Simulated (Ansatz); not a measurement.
**Li: molecular dynamics, part 1 of 2**

Aim: heat the crystal hard, then quench it. Runs: 250 steps of 1.5 fs under a Langevin thermostat at 900 K; 380 steps of 1 fs under a Langevin thermostat, set from 720 K to 300 K by a schedule. The start is the crystal (bcc), its volume scaled by 1.1.

All numbers below are computed with Ansatz 0.2.0 (DFT LDA, plane waves, PAW, scalar-relativistic, no spin polarisation).

### 1 The structure to begin with

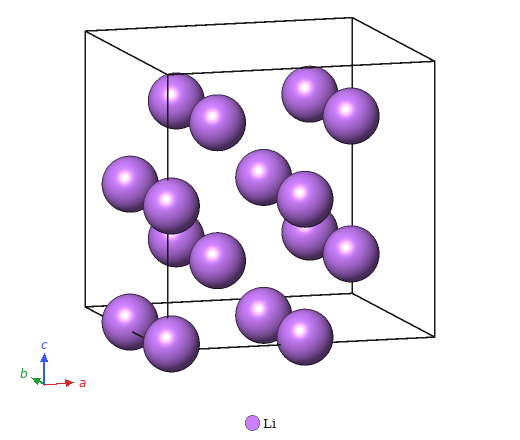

The starting structure, seen slightly off an axis (lithium purple). Each atom of the cell is drawn once.

Coordinates:

```xyz
16
Lattice="7.2053 0.0000 0.0000 0.0000 7.2053 0.0000 0.0000 0.0000 7.2053" Properties=species:S:1:pos:R:3 pbc="T T T"
Li    0.0000    0.0000    0.0000
Li    3.6027    0.0000    0.0000
Li    0.0000    3.6027    0.0000
Li    0.0000    0.0000    3.6027
Li    1.8013    1.8013    1.8013
Li    3.6027    3.6027    0.0000
Li    3.6027    0.0000    3.6027
Li    5.4040    1.8013    1.8013
Li    0.0000    3.6027    3.6027
Li    1.8013    5.4040    1.8013
Li    1.8013    1.8013    5.4040
Li    3.6027    3.6027    3.6027
Li    5.4040    5.4040    1.8013
Li    5.4040    1.8013    5.4040
Li    1.8013    5.4040    5.4040
Li    5.4040    5.4040    5.4040
```

### 2 Run 1

250 steps of 1.5 fs under a Langevin thermostat at 900 K.

Input file input.yaml:

```yaml
crystal:
  lattice:
    - [7.205315, 0.0, 0.0]
    - [0.0, 7.205315, 0.0]
    - [0.0, 0.0, 7.205315]
  atoms:
    - { symbol: Li, position: [0.0, 0.0, 0.0] }
    - { symbol: Li, position: [0.5, 0.0, 0.0] }
    - { symbol: Li, position: [0.0, 0.5, 0.0] }
    - { symbol: Li, position: [0.0, 0.0, 0.5] }
    - { symbol: Li, position: [0.25, 0.25, 0.25] }
    - { symbol: Li, position: [0.5, 0.5, 0.0] }
    - { symbol: Li, position: [0.5, 0.0, 0.5] }
    - { symbol: Li, position: [0.75, 0.25, 0.25] }
    - { symbol: Li, position: [0.0, 0.5, 0.5] }
    - { symbol: Li, position: [0.25, 0.75, 0.25] }
    - { symbol: Li, position: [0.25, 0.25, 0.75] }
    - { symbol: Li, position: [0.5, 0.5, 0.5] }
    - { symbol: Li, position: [0.75, 0.75, 0.25] }
    - { symbol: Li, position: [0.75, 0.25, 0.75] }
    - { symbol: Li, position: [0.25, 0.75, 0.75] }
    - { symbol: Li, position: [0.75, 0.75, 0.75] }
basis:
  ecutwfc: 420.0
kpoints:
  mp_grid: { grid: [3, 3, 3] }
hamiltonian:
  xc: lda
scf:
  occupations: { method: fermi_dirac, width: 0.1 }
  lower_state_search: "off"
md:
  timestep: 1.5
  n_steps: 250
  ensemble: nvt_langevin
  temperature: 900.0
  initial_velocities: maxwell_boltzmann
  seed: 356573
  friction: 0.02
```

Launch:

```sh
$ ansatz run input.yaml --threads 2 --pin off --max-ram 5120MiB --backend cpu --events-out ev --progress --plain --runs-dir out
```

Output, cut to the lines that bear on the results:

```text
Warning: md: disabling space-group detection — thermal motion breaks the input geometry's symmetry, so no spatial operation reduces the k-mesh or symmetrises the density; time reversal is kept, so that k and −k are solved as one point where they differ and the mesh holds both, and exact [...]
Warning: RAYON_NUM_THREADS=2 ignored (pool sized by the plan → 2); use --threads N
[...]
Pseudopotentials: kind: paw
Pseudopotential: Li, paw, valence charge 3, recommended cutoff 420 eV (normal), Li.paw.azcp
Functional definition: SPW92
[...]
Crystal: 16 atoms, lattice volume = 374.075 Å³
Basis set: ecut = 420 eV, 7153 PW (Γ)
Bands: 40, of which v1, the nominal top of the filled ones, is band 24 counted from 1 (23 counted from 0)
Symmetry: 1 space group operations
k-points: 14 of 27 (time reversal used)
[...]
SCF iter   1: F=—  HF=-3225.947811 eV  |F-HF|=—  |Δ(HF+E_count)|=         —  Δρ=4.13e-3  dr2=1.68e-2  ethr=1.77e-3  ⟨swp⟩=11.9  Hψ=3396  notcnv=0  defer=7
[...]
md step     0: t =     0.00 fs  T =   843.8 K  F+E_penalty+E_count = -3225.87766565 eV  E_kin = 1.745010 eV  (6 SCF iters)
[...]
md step     9: t =    13.50 fs  T =   697.4 K  F+E_penalty+E_count = -3225.53219446 eV  E_kin = 1.442408 eV  (5 SCF iters)
[...]
md step    18: t =    27.00 fs  T =   570.3 K  F+E_penalty+E_count = -3224.93473384 eV  E_kin = 1.179422 eV  (5 SCF iters)
[...]
md step    27: t =    40.50 fs  T =   529.7 K  F+E_penalty+E_count = -3224.60563181 eV  E_kin = 1.095586 eV  (5 SCF iters)
[...]
md step    36: t =    54.00 fs  T =   744.0 K  F+E_penalty+E_count = -3224.35608693 eV  E_kin = 1.538755 eV  (5 SCF iters)
md step    37: t =    55.50 fs  T =   799.4 K  F+E_penalty+E_count = -3224.34544992 eV  E_kin = 1.653347 eV  (5 SCF iters)
```

### 3 The output, continued: dynamics from the start

The log, continued, cut to the lines that bear on the results:

```text
md step    38: t =    57.00 fs  T =   756.7 K  F+E_penalty+E_count = -3224.33594305 eV  E_kin = 1.565071 eV  (5 SCF iters)
[...]
md step    61: t =    91.50 fs  T =   953.4 K  F+E_penalty+E_count = -3224.47800139 eV  E_kin = 1.971832 eV  (5 SCF iters)
[...]
md step    84: t =   126.00 fs  T =   750.5 K  F+E_penalty+E_count = -3224.03429110 eV  E_kin = 1.552188 eV  (5 SCF iters)
[...]
md step   107: t =   160.50 fs  T =  1017.5 K  F+E_penalty+E_count = -3224.11012294 eV  E_kin = 2.104353 eV  (5 SCF iters)
[...]
md step   249: t =   373.50 fs  T =   590.3 K  F+E_penalty+E_count = -3223.86157819 eV  E_kin = 1.220807 eV  (5 SCF iters)
[...]
md step   250: t =   375.00 fs  T =   613.9 K  F+E_penalty+E_count = -3223.83013169 eV  E_kin = 1.269602 eV  (6 SCF iters)
SCF converged after 6 iterations
Free energy (F): -3223.830132 eV
[...]
E sigma→0 (E₀):  -3223.699080 eV
Entropy (-TS):   -0.262103 eV (-16.381 meV/atom)
Fermi energy:    0.454124 eV
[...]
--- Forces (eV/Å), atoms counted from 1 ---
  atom   1  Li    -0.23342335    -0.03839304     0.09007213
  atom   2  Li     0.39698560     0.27527794     0.00073603
  atom   3  Li     0.00295815     0.12884832     0.25722859
  atom   4  Li     0.00428817     0.36310598    -0.01911276
  atom   5  Li    -0.44443522    -0.73298988    -0.03658170
  atom   6  Li     0.37357414    -0.26727290     0.02337385
  atom   7  Li    -0.01050386    -0.27577804    -0.23148743
  atom   8  Li    -0.07532949    -0.29898897     0.03412857
[...]
--- MD trajectory: 250 steps, t = 0.0 → 375.0 fs ---
  final state: T = 613.9 K   F+E_penalty+E_count = -3223.83013169 eV   E_kin = 1.269602 eV
```

Wall time 25 min (2 threads of Arm Neoverse V1, shared host); peak memory 0.73 GiB.

### 4 What the atoms did

One step in 10; energies are changes from step 0; msd is the mean square displacement from the start, the centre of mass held:

| time (fs) | T (K) | potential energy change (meV/atom) | msd Li (Å²) |
| --- | --- | --- | --- |
| 0.0 | 844 | 0.0 | 0.000 |
| 15.0 | 685 | 25.7 | 0.057 |
| 30.0 | 522 | 63.3 | 0.165 |
| 45.0 | 514 | 86.9 | 0.253 |
| 60.0 | 794 | 98.3 | 0.316 |
| 75.0 | 708 | 112.8 | 0.370 |
| 90.0 | 939 | 89.5 | 0.356 |
| 105.0 | 922 | 85.1 | 0.369 |
| 120.0 | 816 | 109.8 | 0.420 |
| 135.0 | 803 | 119.6 | 0.477 |
| 150.0 | 720 | 113.9 | 0.465 |
| 165.0 | 878 | 109.3 | 0.437 |
| 180.0 | 921 | 96.9 | 0.416 |
| 195.0 | 958 | 109.5 | 0.456 |
| 210.0 | 897 | 140.5 | 0.532 |
| 225.0 | 813 | 151.1 | 0.574 |
| 240.0 | 818 | 137.3 | 0.562 |
| 255.0 | 705 | 132.8 | 0.507 |
| 270.0 | 1113 | 110.1 | 0.415 |
| 285.0 | 847 | 108.6 | 0.358 |
| 300.0 | 1160 | 120.2 | 0.379 |
| 315.0 | 963 | 157.4 | 0.482 |
| 330.0 | 920 | 151.5 | 0.576 |
| 345.0 | 1005 | 142.0 | 0.637 |
| 360.0 | 709 | 122.7 | 0.646 |
| 375.0 | 614 | 128.0 | 0.640 |

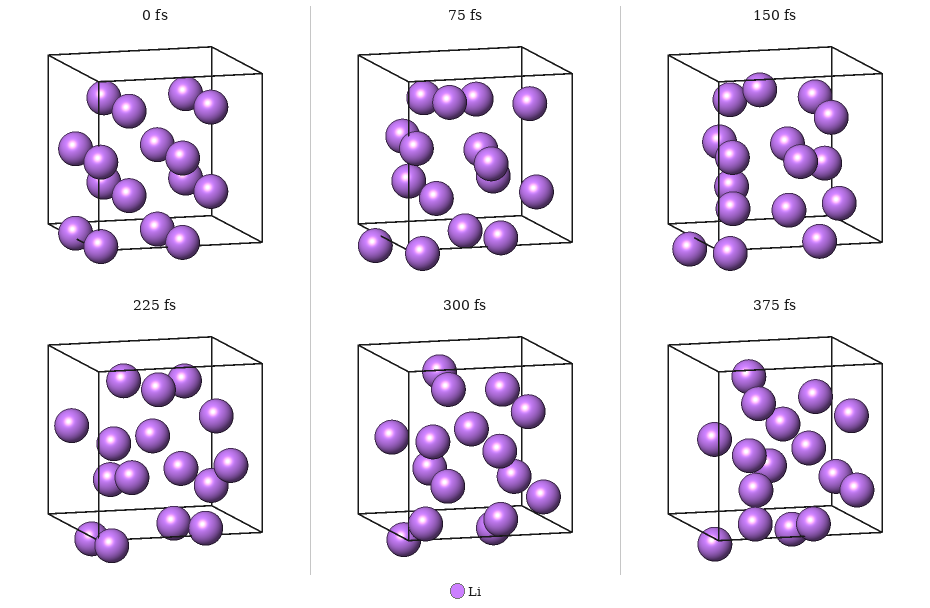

The system at six times, viewed slightly off an axis. Each atom of the cell is drawn once. Atoms are followed across the cell's faces.

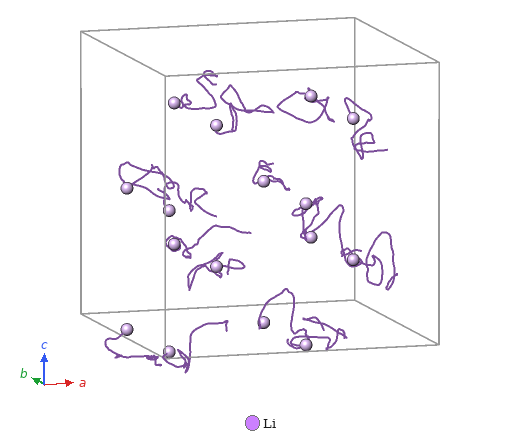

The track of every atom over the whole run, drawn from its starting place (pale balls).

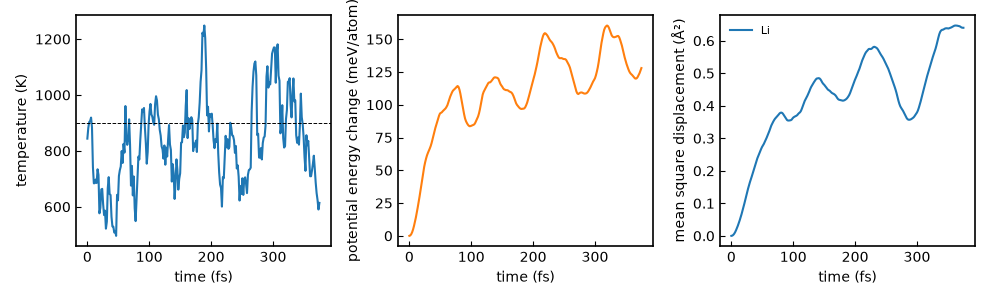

Traces against time; each panel has its own scale. The dashed line is the set temperature.

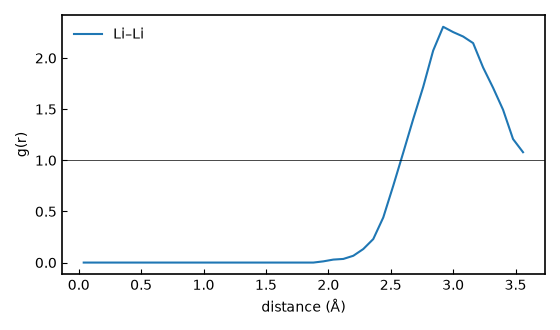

Pair distribution functions over the second half of the run, in bins of 0.08 Å, lightly smoothed, out to 3.6 Å.

First peaks of g(r) (not always the tallest), and, where a minimum follows, the mean number of second-named atoms round a first-named one up to the next minimum:

| pair | peak (Å) | height | minimum (Å) | neighbours |
| --- | --- | --- | --- | --- |
| Li–Li | 2.92 | 2.3 | - | - |

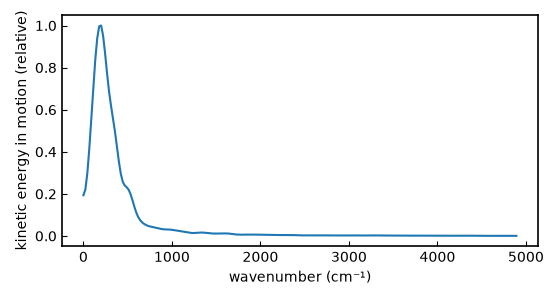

Power spectrum of the mass-weighted velocities; a run of 375 fs resolves no finer than about 180 cm⁻¹.

Maxima of the velocity power spectrum (cm⁻¹, relative height; resolution about 180 cm⁻¹): 200 (100).

### 5 Frames from the trajectory

Positions (Å) and forces (eV/Å):

```xyz
16
Lattice="7.205 0.000 0.000 0.000 7.205 0.000 0.000 0.000 7.205" Properties=species:S:1:pos:R:3:forces:R:3 pbc="T T T" time_fs=63.0 T=848 dE=1.6292
Li    0.288   -0.424   -0.282   -0.175    0.509    0.153
Li    3.722    0.198    0.174    0.064   -0.207    0.137
Li   -0.340    4.296   -0.520    0.122   -0.518    0.212
Li    0.195   -0.043    4.285   -0.131   -0.046   -0.623
Li    1.836    1.818    1.575   -0.143    0.060    0.155
Li    3.443    3.444   -0.118    0.177    0.224    0.294
Li    3.740    0.251    3.442   -0.065    0.085    0.044
Li    6.028    2.050    1.821   -0.038   -0.190   -0.135
Li    0.745    3.655    4.081   -0.250   -0.078   -0.301
Li    1.864    6.077    1.612    0.043   -0.585    0.418
Li    2.274    1.611    5.553   -0.266   -0.012   -0.149
Li    4.076    3.357    3.479   -0.225   -0.039    0.017
Li    5.377    5.738    1.873    0.209   -0.165   -0.030
Li    5.381    1.234    5.783    0.189    0.463   -0.204
Li    2.234    5.514    5.328   -0.162    0.158    0.085
Li    4.676    5.270    5.370    0.650    0.342   -0.074
16
Lattice="7.205 0.000 0.000 0.000 7.205 0.000 0.000 0.000 7.205" Properties=species:S:1:pos:R:3:forces:R:3 pbc="T T T" time_fs=124.5 T=819 dE=1.8216
Li    0.218   -0.140    0.014    0.063   -0.336   -0.224
Li    4.012   -0.461   -0.058    0.313    0.527    0.116
Li   -0.209    3.909   -0.755    0.143    0.050    0.272
Li    0.530    0.381    3.718   -0.069    0.117    0.013
Li    1.320    2.168    1.514    0.328   -0.088    0.071
Li    3.908    4.154    0.454    0.091   -0.439   -0.106
Li    3.467    0.192    3.441    0.323    0.230   -0.164
Li    5.916    1.533    1.181   -0.474    0.279    0.381
Li    1.261    3.851    3.504   -0.321   -0.009    0.508
Li    2.088    5.733    1.828   -0.165    0.021   -0.170
Li    2.082    1.939    6.245    0.231   -0.068   -0.480
Li    4.050    3.187    3.457    0.007    0.151   -0.023
Li    6.153    5.508    2.542    0.050   -0.068   -1.030
Li    5.682    1.572    5.301   -0.044   -0.015    0.065
Li    2.195    6.034    5.402   -0.163   -0.478   -0.057
Li    5.549    5.568    4.734   -0.312    0.124    0.828
16
Lattice="7.205 0.000 0.000 0.000 7.205 0.000 0.000 0.000 7.205" Properties=species:S:1:pos:R:3:forces:R:3 pbc="T T T" time_fs=187.5 T=1211 dE=1.5733
Li    0.310   -0.440   -0.271    0.188    0.327   -0.093
Li    4.561   -0.082    0.317   -0.115    0.196   -0.433
Li    0.047    3.062   -0.603   -0.126    0.204   -0.032
Li    0.634    0.181    3.545   -0.066    0.022   -0.014
Li    1.618    2.823    1.659    0.177   -0.544    0.211
Li    4.478    3.868    0.551   -0.563   -0.167   -0.689
Li    3.648    0.247    2.766   -0.006    0.042    0.319
Li    5.896    2.126    1.849    0.229   -0.219    0.167
Li    0.421    4.268    4.023    0.268   -0.250   -0.234
Li    2.149    5.354    1.458    0.019    0.285   -0.019
Li    2.511    1.608    5.751    0.051    0.102   -0.024
Li    3.911    3.921    3.664   -0.022   -0.245   -0.397
Li    6.163    5.248    1.613    0.305    0.136    0.548
Li    5.401    1.756    4.711    0.120   -0.159    0.278
Li    2.876    5.836    5.148   -0.388    0.090    0.340
Li    5.649    5.506    5.254   -0.071    0.177    0.072
16
Lattice="7.205 0.000 0.000 0.000 7.205 0.000 0.000 0.000 7.205" Properties=species:S:1:pos:R:3:forces:R:3 pbc="T T T" time_fs=250.5 T=702 dE=2.1569
Li    0.475    0.103   -0.552   -0.105    0.116    0.664
Li    4.814    0.545    0.047   -0.074   -0.366    0.931
Li    0.387    3.045   -0.626    0.143    0.045   -0.102
Li    0.841    0.291    4.081    0.072   -0.048   -0.484
Li    2.005    2.304    1.925    0.022    0.221   -0.282
Li    4.573    3.728   -0.273   -0.186   -0.224    0.268
Li    3.752    0.551    2.839    0.335   -0.253    0.333
Li    6.500    2.100    2.028   -0.408   -0.355   -0.173
Li   -0.077    3.911    3.844    0.275    0.176    0.269
Li    2.262    5.737    1.608   -0.112   -0.117   -0.073
Li    3.238    1.639    5.691   -1.077    0.157   -0.226
Li    3.605    4.145    3.781    0.177   -0.210   -0.086
Li    6.571    4.843    1.207   -0.023    0.514    0.119
Li    5.546    1.339    5.081    0.633    0.540   -0.688
Li    2.537    5.842    5.887    0.148   -0.156   -0.139
Li    5.459    5.809    5.516    0.180   -0.041   -0.331
16
Lattice="7.205 0.000 0.000 0.000 7.205 0.000 0.000 0.000 7.205" Properties=species:S:1:pos:R:3:forces:R:3 pbc="T T T" time_fs=312.0 T=863 dE=2.4166
Li    0.758   -0.418    0.701    0.277    0.178   -0.333
Li    3.957    0.990    0.462    0.735   -0.956   -0.675
Li    0.709    3.599   -0.725   -0.175    0.508    0.215
Li    0.856    0.035    3.922    0.094    0.103   -0.242
Li    2.517    1.857    1.721   -0.916    0.644    0.744
Li    4.803    3.651   -0.505   -0.365    0.084    0.170
Li    3.917   -0.029    3.627    0.203    0.494    0.046
Li    6.316    1.773    0.998    0.343    0.171    0.380
Li    0.732    4.041    3.438   -0.047   -0.103    0.028
Li    2.800    5.643    2.087   -0.087   -0.302   -0.484
Li    2.132    1.675    5.964    0.177   -0.235   -0.456
Li    3.677    3.657    3.886   -0.111    0.098   -0.033
Li    6.125    5.148    1.404   -0.416   -0.036    0.364
Li    5.647    2.214    4.677    0.439   -0.420   -0.001
Li    3.010    5.808    5.975   -0.202   -0.034    0.005
Li    5.905    5.770    4.900    0.051   -0.195    0.271
16
Lattice="7.205 0.000 0.000 0.000 7.205 0.000 0.000 0.000 7.205" Properties=species:S:1:pos:R:3:forces:R:3 pbc="T T T" time_fs=375.0 T=614 dE=2.0475
Li    1.372   -0.472    0.538   -0.233   -0.038    0.090
Li    4.134    0.169    0.308    0.397    0.275    0.001
Li    0.912    3.806   -0.973    0.003    0.129    0.257
Li    1.036   -0.714    3.515    0.004    0.363   -0.019
Li    2.452    2.925    1.397   -0.444   -0.733   -0.037
Li    4.208    3.490   -0.445    0.374   -0.267    0.023
Li    4.077    0.661    3.476   -0.011   -0.276   -0.232
Li    6.620    2.016    1.342   -0.075   -0.299    0.034
Li    0.944    3.951    3.475    0.235   -0.358    0.055
Li    3.672    4.941    2.063    0.048    0.809   -0.102
Li    2.063    1.300    5.367    0.009    0.222    0.185
Li    3.807    3.459    4.066   -0.146   -0.310    0.054
Li    6.505    4.646    1.512   -0.263    0.398   -0.114
Li    6.387    2.041    4.520   -0.040   -0.130    0.195
Li    3.018    5.779    5.762   -0.141   -0.219   -0.418
Li    5.744    5.085    4.889    0.284    0.433    0.027
```

Reading of run 1. Against a set 900 K the second half averages 871 K with a spread of 155 K (in equilibrium 16 atoms would scatter by about 184 K, over a far longer run). Counted from the crystal's sites, with the common drift removed, the atoms stand 0.80 Å away over the last tenth of the run (root mean square), 26 % of the neighbour distance: near the range, 10 to 20 % and a little above, in which crystals usually melt.

### 6 Run 2

380 steps of 1 fs under a Langevin thermostat, set from 720 K to 300 K by a schedule, starting from the last frame of an earlier run, with new velocities.

Input file input.yaml:

```yaml
crystal:
  lattice:
    - [7.205315, 0.0, 0.0]
    - [0.0, 7.205315, 0.0]
    - [0.0, 0.0, 7.205315]
  atoms:
    - { symbol: Li, position: [0.19042871, -0.06555465, 0.07461028] }
    - { symbol: Li, position: [0.57371704, 0.02346431, 0.04271603] }
    - { symbol: Li, position: [0.1265892, 0.52827271, -0.1349801] }
    - { symbol: Li, position: [0.14371717, -0.09909249, 0.48780866] }
    - { symbol: Li, position: [0.34027939, 0.40598954, 0.19387227] }
    - { symbol: Li, position: [0.58403446, 0.48438944, -0.06180664] }
    - { symbol: Li, position: [0.56576285, 0.09171873, 0.48242314] }
    - { symbol: Li, position: [0.91880564, 0.27975567, 0.18628061] }
    - { symbol: Li, position: [0.1309953, 0.54836072, 0.48226603] }
    - { symbol: Li, position: [0.50965313, 0.68572818, 0.28638692] }
    - { symbol: Li, position: [0.28637113, 0.1804242, 0.744828] }
    - { symbol: Li, position: [0.52840341, 0.48011197, 0.56437528] }
    - { symbol: Li, position: [0.90279332, 0.6448354, 0.2098874] }
    - { symbol: Li, position: [0.88640067, 0.2832168, 0.62731018] }
    - { symbol: Li, position: [0.41888213, 0.80201646, 0.79971395] }
    - { symbol: Li, position: [0.79714298, 0.70580062, 0.67851344] }
basis:
  ecutwfc: 420.0
kpoints:
  mp_grid: { grid: [3, 3, 3] }
hamiltonian:
  xc: lda
scf:
  occupations: { method: fermi_dirac, width: 0.1 }
  lower_state_search: "off"
md:
  timestep: 1
  n_steps: 380
  ensemble: nvt_langevin
  temperature: 720.0
  initial_velocities: maxwell_boltzmann
  seed: 557734
  friction: 0.02
  temperature_schedule:
    - { n_steps: 285, end_temperature: 300.0 }
    - { n_steps: 95, end_temperature: 300.0 }
```

Launch:

```sh
$ ansatz run input.yaml --threads 2 --pin off --max-ram 5120MiB --backend cpu --events-out ev --progress --plain --runs-dir out
```

Output, cut to the lines that bear on the results:

```text
Warning: md: disabling space-group detection — thermal motion breaks the input geometry's symmetry, so no spatial operation reduces the k-mesh or symmetrises the density; time reversal is kept, so that k and −k are solved as one point where they differ and the mesh holds both, and exact [...]
Warning: RAYON_NUM_THREADS=2 ignored (pool sized by the plan → 2); use --threads N
[...]
[... 3 set-up lines as earlier in the session ...]
[...]
Crystal: 16 atoms, lattice volume = 374.075 Å³
Basis set: ecut = 420 eV, 7153 PW (Γ)
Bands: 40, of which v1, the nominal top of the filled ones, is band 24 counted from 1 (23 counted from 0)
[... 1 set-up line as earlier in the session ...]
k-points: 14 of 27 (time reversal used)
[...]
SCF iter   1: F=—  HF=-3223.903511 eV  |F-HF|=—  |Δ(HF+E_count)|=         —  Δρ=4.36e-3  dr2=3.12e-2  ethr=1.77e-3  ⟨swp⟩=12.1  Hψ=3469  notcnv=0  defer=10
[...]
md step     0: t =     0.00 fs  T =   675.0 K (target 720.0 K)  F+E_penalty+E_count = -3223.83013174 eV  E_kin = 1.396008 eV  (7 SCF iters)
[...]
md step    10: t =    10.00 fs  T =   564.3 K (target 706.0 K)  F+E_penalty+E_count = -3223.56698371 eV  E_kin = 1.167062 eV  (6 SCF iters)
[...]
md step    20: t =    20.00 fs  T =   513.6 K (target 691.3 K)  F+E_penalty+E_count = -3223.67054656 eV  E_kin = 1.062128 eV  (6 SCF iters)
[...]
md step    30: t =    30.00 fs  T =   681.0 K (target 676.5 K)  F+E_penalty+E_count = -3223.85170227 eV  E_kin = 1.408352 eV  (6 SCF iters)
[...]
md step    40: t =    40.00 fs  T =   690.8 K (target 661.8 K)  F+E_penalty+E_count = -3223.91907480 eV  E_kin = 1.428648 eV  (6 SCF iters)
md step    41: t =    41.00 fs  T =   711.6 K (target 660.3 K)  F+E_penalty+E_count = -3223.92013819 eV  E_kin = 1.471728 eV  (5 SCF iters)
md step    42: t =    42.00 fs  T =   762.3 K (target 658.8 K)  F+E_penalty+E_count = -3223.92162753 eV  E_kin = 1.576657 eV  (5 SCF iters)
```

### 7 More of the same log: dynamics from the last frame of the run before

The log, continued, cut to the lines that bear on the results:

```text
md step    43: t =    43.00 fs  T =   712.1 K (target 657.4 K)  F+E_penalty+E_count = -3223.92748363 eV  E_kin = 1.472835 eV  (5 SCF iters)
[...]
md step    63: t =    63.00 fs  T =   769.5 K (target 627.9 K)  F+E_penalty+E_count = -3224.07186663 eV  E_kin = 1.591483 eV  (5 SCF iters)
[...]
md step    83: t =    83.00 fs  T =   749.8 K (target 598.4 K)  F+E_penalty+E_count = -3224.01688092 eV  E_kin = 1.550684 eV  (5 SCF iters)
[...]
md step   103: t =   103.00 fs  T =   642.4 K (target 568.9 K)  F+E_penalty+E_count = -3224.16871850 eV  E_kin = 1.328679 eV  (4 SCF iters)
[...]
md step   123: t =   123.00 fs  T =   580.2 K (target 539.5 K)  F+E_penalty+E_count = -3224.09389305 eV  E_kin = 1.199997 eV  (
md step   379: t =   379.00 fs  T =   341.2 K (target 300.0 K)  F+E_penalty+E_count = -3225.48745915 eV  E_kin = 0.705557 eV  (5 SCF iters)
[...]
md step   380: t =   380.00 fs  T =   341.1 K (target 300.0 K)  F+E_penalty+E_count = -3225.48705128 eV  E_kin = 0.705347 eV  (5 SCF iters)
SCF converged after 5 iterations
Free energy (F): -3225.487051 eV
[...]
E sigma→0 (E₀):  -3225.343429 eV
Entropy (-TS):   -0.287244 eV (-17.953 meV/atom)
Fermi energy:    0.446126 eV
[...]
--- Forces (eV/Å), atoms counted from 1 ---
  atom   1  Li    -0.12666698     0.06307868    -0.12125082
  atom   2  Li    -0.05997416    -0.23932022    -0.20837725
  atom   3  Li    -0.20664814    -0.05122341    -0.20650293
  atom   4  Li     0.10688090    -0.03112772     0.09379354
  atom   5  Li    -0.06659584    -0.13808126     0.20222051
  atom   6  Li     0.18294741     0.14925502     0.11078409
  atom   7  Li     0.05640876     0.15512510    -0.12981318
  atom   8  Li     0.23040829     0.11369578    -0.09977480
[...]
--- MD trajectory: 380 steps, t = 0.0 → 380.0 fs ---
  final state: T = 341.1 K   F+E_penalty+E_count = -3225.48705128 eV   E_kin = 0.705347 eV
```

Run time: 34 min. Hardware: 2 threads of Arm Neoverse V1, shared host; peak memory 0.74 GiB.

(Continued in part 2 of 2.)
